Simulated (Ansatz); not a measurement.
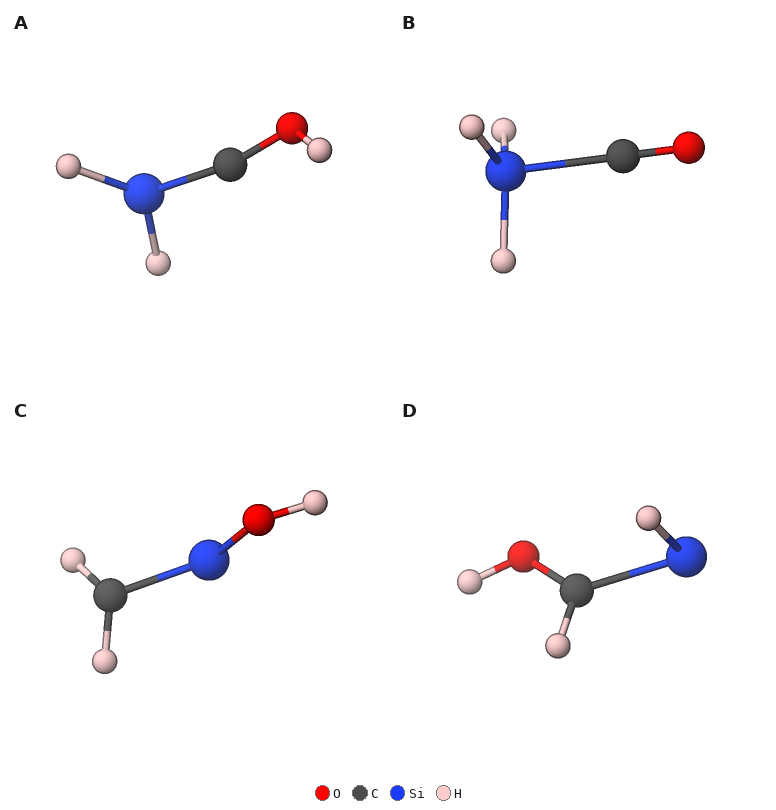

4 stationary structures of one formula. State: charge +1, singlet. Geometries: PBE0-D4/def2-TZVP. Electronic energies: RHF-CCSD(T) (frozen core)/def2-TZVPP (Ansatz 0.2.0), without zero-point energy. No frequency run is at hand to confirm each as a minimum.

Rank them by energy, lowest first.

Answer. B is lowest (C3v); C lies 0.902 eV above it (Cs), D lies 2.010 eV above it (C1), A lies 2.646 eV above it (Cs).
